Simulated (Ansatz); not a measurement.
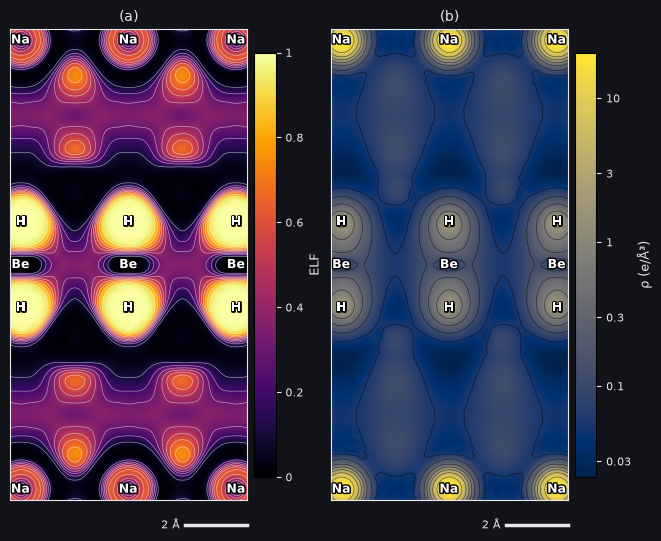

NaBeH₂. (a) electron localisation function; (b) valence charge density (pseudo) on the (100) plane of the conventional cell.

Space group R-3m; a structure generated by program, which may or may not match a known phase; computed without spin polarisation.

Computed with DFT PBE, scalar-relativistic, plane waves, PAW in Ansatz 0.2.0.

Core electrons are frozen (PAW), and the valence fields are smoothed inside the atomic spheres.

```xyz
12
Lattice="3.4504 0.0000 0.0000 -1.7252 2.9881 0.0000 0.0000 0.0000 14.3846" Properties=species:S:1:pos:R:3 pbc="T T T"
Na    0.0000    0.0000    0.0000
Na    1.7252    0.9960    4.7948
Na    0.0000    1.9921    9.5898
Be    0.0000    1.9921    2.3975
Be    0.0000    0.0000    7.1923
Be    1.7252    0.9960   11.9871
H     0.0000    1.9921    3.7617
H     0.0000    0.0000    8.5566
H     1.7252    0.9960   13.3514
H     0.0000    1.9921    1.0332
H     0.0000    0.0000    5.8281
H     1.7252    0.9960   10.6229
```

Q: What does the map show?

A: The section cuts through Na, Be and H sites.
Be–H (1.36 Å): ρ is about 0.56 e/Å³ halfway; the ELF peaks at about 1 in the valence shell of H, 0.4 Å from its nucleus, and is about 1 at the midpoint.
Between the atoms the lowest density in this plane is 0.02 e/Å³.
The features right at Na lie inside the PAW spheres, where the map follows smoothed inner orbitals and isn't to be read closely.
